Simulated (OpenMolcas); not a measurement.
**Geometry relaxation of N$_{2}$ (part 4 of 4)**

Continued. System: N$_{2}$, SMILES N#N. Method: HF/3-21G, RHF (OpenMolcas 26.06). The geometry comes from this level: PBE0-D4/def2-TZVP.

Geometry of the input (Å):
```
N  0.4655  -0.1503  0.2398
N  -0.4655  0.1503  -0.2398
```

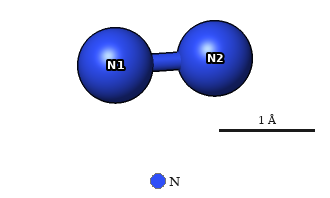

Figure 1. The geometry at step 1 of the log (ball-and-stick view, seen at a tilt; atoms are numbered from 1 in the order of the input).

**The program's output, continued**
```
 Process perturbation number                     1
        Iteration         Delta     Res(kappa) Res(CI)
            1          0.0081712   1.3306825   0.0000000   0.0000000   0.2057256
            2          0.0000249   0.0780572   0.0000000   0.0000000   0.0006269
            3          0.0000003   0.0081353   0.0000000   0.0000000   0.0000075
            4          0.0000000   0.0005294   0.0000000   0.0000000   0.0000000
      Perturbation no:    1 converged in    4 steps.

 Process perturbation number                     2
        Iteration         Delta     Res(kappa) Res(CI)
            1          0.0056260   0.6229952   0.0000000   0.0000000   0.0638280
            2          0.0000298   0.0528454   0.0000000   0.0000000   0.0003379
            3          0.0000004   0.0084237   0.0000000   0.0000000   0.0000042
            4          0.0000000   0.0002383   0.0000000   0.0000000   0.0000000
      Perturbation no:    2 converged in    4 steps.

 Process perturbation number                     3
        Iteration         Delta     Res(kappa) Res(CI)
            1          0.0064595   0.7977750   0.0000000   0.0000000   0.0893563
            2          0.0000381   0.0624414   0.0000000   0.0000000   0.0005266
            3          0.0000004   0.0093589   0.0000000   0.0000000   0.0000058
            4          0.0000000   0.0003066   0.0000000   0.0000000   0.0000000
      Perturbation no:    3 converged in    4 steps.

 Process perturbation number                     4
        Iteration         Delta     Res(kappa) Res(CI)
            1          0.0081712   1.3306825   0.0000000   0.0000000   0.2057256
            2          0.0000249   0.0780572   0.0000000   0.0000000   0.0006269
            3          0.0000003   0.0081353   0.0000000   0.0000000   0.0000075
            4          0.0000000   0.0005294   0.0000000   0.0000000   0.0000000
      Perturbation no:    4 converged in    4 steps.

 Process perturbation number                     5
        Iteration         Delta     Res(kappa) Res(CI)
            1          0.0056260   0.6229952   0.0000000   0.0000000   0.0638280
            2          0.0000298   0.0528454   0.0000000   0.0000000   0.0003379
            3          0.0000004   0.0084237   0.0000000   0.0000000   0.0000042
            4          0.0000000   0.0002383   0.0000000   0.0000000   0.0000000
      Perturbation no:    5 converged in    4 steps.

 Process perturbation number                     6
        Iteration         Delta     Res(kappa) Res(CI)
            1          0.0064595   0.7977750   0.0000000   0.0000000   0.0893563
            2          0.0000381   0.0624414   0.0000000   0.0000000   0.0005266
            3          0.0000004   0.0093589   0.0000000   0.0000000   0.0000058
            4          0.0000000   0.0003066   0.0000000   0.0000000   0.0000000
      Perturbation no:    6 converged in    4 steps.

 Process perturbation number                     7
        Iteration         Delta     Res(kappa) Res(CI)
            1          0.1144048   3.5599791   0.0000000   0.0000000   1.6400853
            2          0.0027605   0.5311480   0.0000000   0.0000000   0.0395737
            3          0.0000684   0.0918818   0.0000000   0.0000000   0.0009804
            4          0.0000004   0.0090424   0.0000000   0.0000000   0.0000056
            5          0.0000000   0.0004551   0.0000000   0.0000000   0.0000000
      Perturbation no:    7 converged in    5 steps.

 Process perturbation number                     8
        Iteration         Delta     Res(kappa) Res(CI)
            1          0.1071229   1.8292970   0.0000000   0.0000000   0.5665125
            2          0.0017932   0.3067290   0.0000000   0.0000000   0.0094834
            3          0.0000511   0.0457037   0.0000000   0.0000000   0.0002700
            4          0.0000008   0.0056461   0.0000000   0.0000000   0.0000042
            5          0.0000000   0.0004269   0.0000000   0.0000000   0.0000000
      Perturbation no:    8 converged in    5 steps.

 Process perturbation number                     9
        Iteration         Delta     Res(kappa) Res(CI)
            1          0.1348940   2.4319866   0.0000000   0.0000000   0.9329054
            2          0.0021772   0.3614759   0.0000000   0.0000000   0.0150569
            3          0.0000724   0.0653490   0.0000000   0.0000000   0.0005008
            4          0.0000008   0.0067109   0.0000000   0.0000000   0.0000054
            5          0.0000000   0.0004754   0.0000000   0.0000000   0.0000000
      Perturbation no:    9 converged in    5 steps.

      ************************************
      * Harmonic frequencies in cm-1     *
      * Intensities in km/mole           *
      * No correction due to curvilinear *
      * representations has been done    *
      ************************************

    Symmetry a
   ==============

                        1         2         3         4         5         6

     Frequency:        i0.00     i0.00     i0.00      1.46      1.47   2612.54

     Intensity:    2.993E-27 3.999E-27 5.310E-27 5.110E-26 4.138E-26 4.438E-26
     Red. mass:     14.00307  14.00307  14.00307  14.00307  14.00307  14.00307

     N1         x    0.58283   0.08628  -0.38811  -0.28183  -0.23561   0.60420
     N1         y    0.07983  -0.70181  -0.03588  -0.63047   0.25386  -0.19508
     N1         z    0.39235   0.00441   0.58999   0.15192   0.61648   0.31125
     N2         x    0.58283   0.08628  -0.38811   0.28183   0.23561  -0.60420
     N2         y    0.07983  -0.70181  -0.03588   0.63047  -0.25386   0.19508
     N2         z    0.39235   0.00441   0.58999  -0.15192  -0.61648  -0.31125

++ Principal components of the normal modes
   ----------------------------------------

   (Only contributions larger than 0.50 times the maximum are printed)

      Mode      1
        Frequency:           i0.00 cm-1
      ---------------------------------
        Tx                       1.0000
        Tz                       0.6732
      ---------------------------------

      Mode      2
        Frequency:           i0.00 cm-1
      ---------------------------------
        Ty                      -1.0000
      ---------------------------------

      Mode      3
        Frequency:           i0.00 cm-1
      ---------------------------------
        Tz                       1.0000
        Tx                      -0.6578
      ---------------------------------

      Mode      4
        Frequency:            1.46 cm-1
      ---------------------------------
        Ryz                     -1.0000
      ---------------------------------

      Mode      5
        Frequency:            1.47 cm-1
      ---------------------------------
        Ryz                     -1.0000
      ---------------------------------

      Mode      6
        Frequency:         2612.54 cm-1
      ---------------------------------
        Bond N2 N1               1.0000
      ---------------------------------
--

++ Thermochemistry

 *********************
 *                   *
 *  THERMOCHEMISTRY  *
 *                   *
 *********************

 Mass-centered Coordinates (angstrom):
 ********************************************************
 Label        X           Y           Z          Mass
 --------------------------------------------------------
 N1        -0.000000    0.000000    0.541418     14.00307
 N2         0.000000    0.000000   -0.541418     14.00307
 --------------------------------------------------------
 Molecular mass:   28.006148
 Rotational Constants (cm-1):    2.0534    2.0534**********
 Rotational Constants (GHz) :   61.5601   61.5601**********
 Rotational temperatures (K):    2.9544    2.9544**********
 Rotational Symmetry factor:  2
 Vibrational temperature (K):
   3758.87
 Number of trans. and rot. degrees of freedom:  6
 ZPVE                 3.735 kcal/mol      0.005952 au.
 ZPVE corrected energy                 -108.295002 au.

 *****************************************************
 Temperature =   298.15 kelvin, Pressure =   1.00 atm
 -----------------------------------------------------
 Molecular Partition Function and Molar Entropy:
                        q/V (M**-3)    S(kcal/mol*K)
 Electronic            1.000000E+00        0.000
 Translational         4.534533E+27       35.924
 Rotational            9.890348E-06      -19.920
 Vibrational           1.829617E-03        0.000
 TOTAL                 8.205488E+19       16.005

 Thermal contributions to INTERNAL ENERGY:
 Electronic           0.000 kcal/mol      0.000000 au.
 Translational        0.889 kcal/mol      0.001416 au.
 Rotational           0.889 kcal/mol      0.001416 au.
 Vibrational          3.735 kcal/mol      0.005952 au.
 TOTAL                5.512 kcal/mol      0.008784 au.

 Thermal contributions to
 ENTHALPY             6.105 kcal/mol      0.009729 au.
 GIBBS FREE ENERGY    1.333 kcal/mol      0.002124 au.

 Sum of energy and thermal contributions
 INTERNAL ENERGY                       -108.292169 au.
 ENTHALPY                              -108.291225 au.
 GIBBS FREE ENERGY                     -108.298829 au.
 -----------------------------------------------------
--

 ************************************
 *       Polarizabilities           *
 ************************************

        9.9903542724750274
       -1.9352681213327529      4.6214165018503408
        3.0876732900730826     -0.9969437067339137      5.5871592651342485

++    Isotopic shifts:
      ----------------

 ****************************************
 * Isotope shifted frequencies in cm-1  *
 ****************************************

  Single substitutions:
  -----------------------

 Masses:
 =======
  15  14

 Frequencies:
 ============
                         1         2         3         4         5         6

            Freq.      i0.00     i0.00     i0.00      1.44      1.44   2568.76

  Full substitutions:
  -----------------------

 Masses:
 =======
  15  15

 Frequencies:
 ============
                         1         2         3         4         5         6

            Freq.      i0.00     i0.00     i0.00      1.42      1.42   2524.22

--

      The response parameters are written to the file RESP.
--- Stop Module: mclr /rc=_RC_ALL_IS_WELL_ ---

.##################.
.# Happy landing! #.
.##################.

    Timing: Wall=3.71 User=2.65 System=1.01
```

**Trajectory as extended XYZ (Å, eV, eV/Å), 3 frames, from step=0 to step=2**
```
2
Properties=species:S:1:pos:R:3:forces:R:3 step=0 energy=-2947.01517
N     0.4655   -0.1503    0.2398   -0.9848   0.3180  -0.5073
N    -0.4655    0.1503   -0.2398    0.9848  -0.3180   0.5073
2
Properties=species:S:1:pos:R:3:forces:R:3 step=1 energy=-2947.01877
N     0.4618   -0.1491    0.2379    0.2842  -0.0918   0.1464
N    -0.4618    0.1491   -0.2379   -0.2842   0.0918  -0.1464
2
Properties=species:S:1:pos:R:3:forces:R:3 step=2 energy=-2947.01908
N     0.4626   -0.1494    0.2383    0.0000   0.0000   0.0000
N    -0.4626    0.1494   -0.2383    0.0000   0.0000   0.0000
```

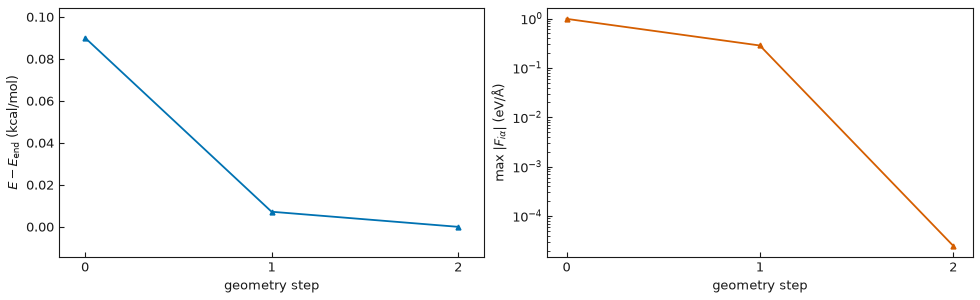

Figure 2. Progress of the relaxation, step by step (steps are counted from 0). No atom moves by more than 0.005 Å after the best rigid fit. Among the contacts that change: N1–N2 1.090 → 1.083 Å. After 2 geometry steps the energy has fallen by 0.09 kcal/mol. Largest force component: 0.98 eV/Å at the start, under 0.0001 eV/Å at the end. (Atoms are counted from 1 in the order of the input.)

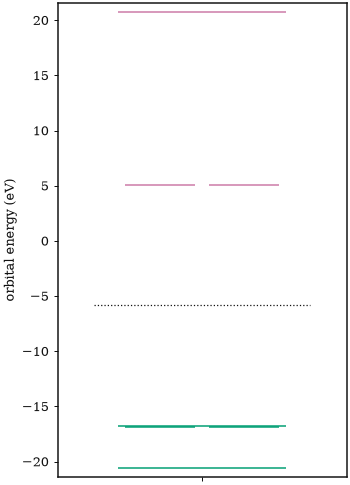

Figure 3. Orbital energies near the frontier; the dotted line parts filled from empty levels, and levels within 0.02 eV of each other stand side by side. Highest filled −16.77 eV, lowest empty 5.06 eV, 21.83 eV apart.

**Results in brief**

| quantity | value |
| --- | --- |
| outcome | converged |
| total energy | −108.300954 hartree |
| basis functions | 18 |
| HOMO | −16.77 eV |
| LUMO | 5.06 eV |
| dipole moment | 0.00 debye |
| zero-point energy | 0.005952 hartree |
| wavenumbers, lowest and highest | 2613 cm⁻¹ |
| wall time | 3.9 s |
| peak memory | 0.38 GiB |

**Remarks**

Further notes kept with the run: the program's entropy of a linear molecule is wrong.
